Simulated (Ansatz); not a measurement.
```xyz
10

Si    0.0800   -0.0639   -0.0826
H     0.0129   -0.1011    1.3982
N     1.6449   -0.0338   -0.8542
H     2.3300   -0.7504   -0.6135
H     2.0995    0.8691   -0.9959
H    -0.5387    1.2486   -0.5026
N    -0.6984   -1.5529   -0.5530
H    -1.4362   -1.9290    0.0432
H    -0.9092   -1.7144   -1.5377
H    -0.1956   -0.1017    3.2492
```

Not at a stationary point (largest force 0.6 eV/Å).

Computed with Ansatz 0.2.0, UKS revPBE/6-31G*.

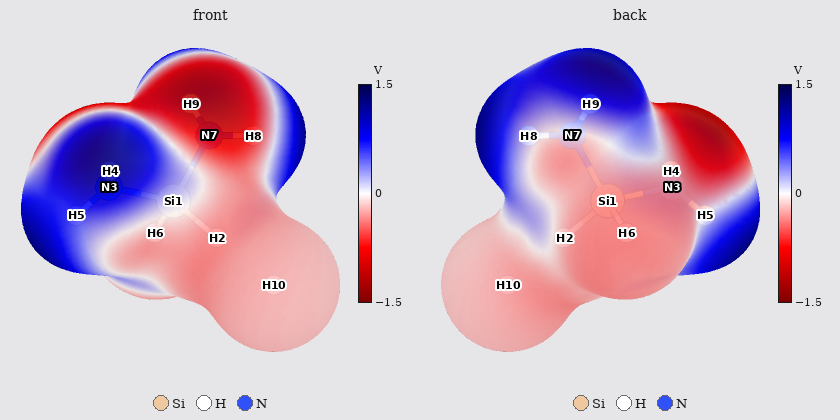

H₆N₂Si···H (doublet). The molecular electrostatic potential painted on the density surface at 0.001 e/bohr³, seen from the front and from behind; the colour scale runs from red (negative) to blue (positive).

Where is the surface potential most negative and most positive?

The most negative region (about −1.2 V) lies over N3 and N7, the most positive (about +1.3 V) over H4, H5, H8 and H9.
